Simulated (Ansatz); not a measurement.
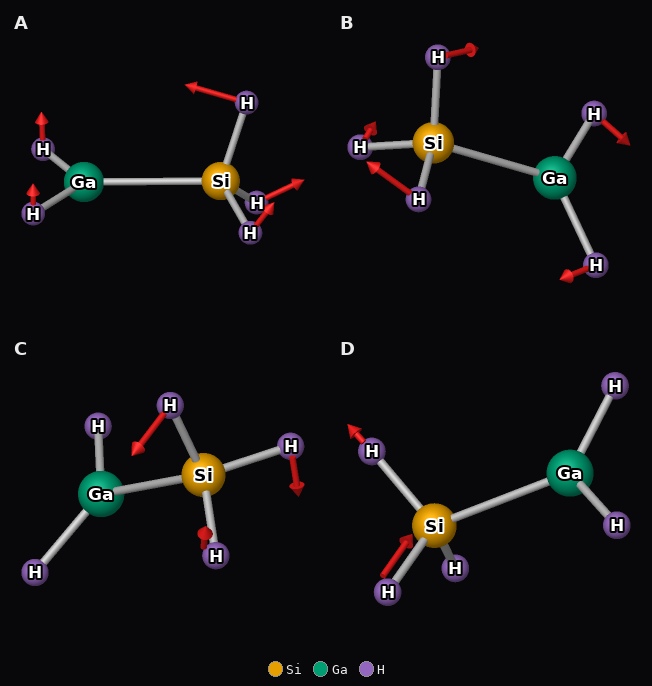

4 normal modes of one molecule or complex, as arrows. Harmonic vibrations computed with RKS PBE0-D4/def2-TZVP (Ansatz 0.2.0) at a stationary point of the same level.

Question: Match the panels to the wavenumbers 377 cm⁻¹, 541 cm⁻¹, 933 cm⁻¹, 2218 cm⁻¹.

Answer: A: 377 cm⁻¹, Ga–Si–H bending
B: 541 cm⁻¹, Ga–Si–H bending
C: 933 cm⁻¹, H–Si–H bending
D: 2218 cm⁻¹, Si–H stretching
